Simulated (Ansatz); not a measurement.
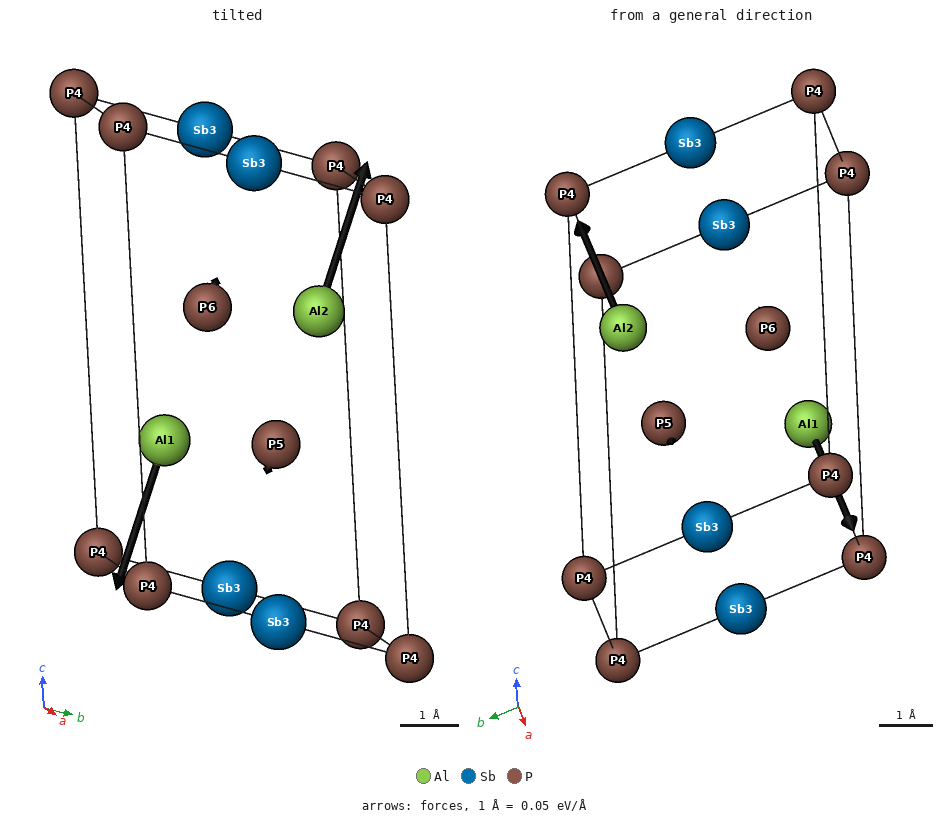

Crystal structure, spheres-only style, seen slightly off an axis and from a general direction. The edges of the cell (the run's own, in a reduced setting) are marked. The arrows are the computed forces on the atoms.

System: Al$_{2}$SbP$_{3}$. The numbers come from Ansatz, DFT, r2SCAN+rVV10, plane waves, PAW, using plane-wave cutoff 500 eV, k-points about 0.21 Å⁻¹ apart, Fermi-Dirac smearing of 0.03 eV, no spin polarisation.

**Is the structure at rest?**

No. The atoms still feel forces of up to about 0.12 eV/Å, above a usual threshold of 0.01 to 0.03 eV/Å.

**Where does the largest force act?**

Al1 and Al2, about 0.12 eV/Å.

The model was built from a structure type filled with these elements by a generator (whether the compound takes this form wasn't checked). Earlier steps of the study, as a rule a relaxation of our own, may have changed the cell and positions, so they can lie some per cent off the listed ones. Ansatz was used for an electronic-structure calculation on it.
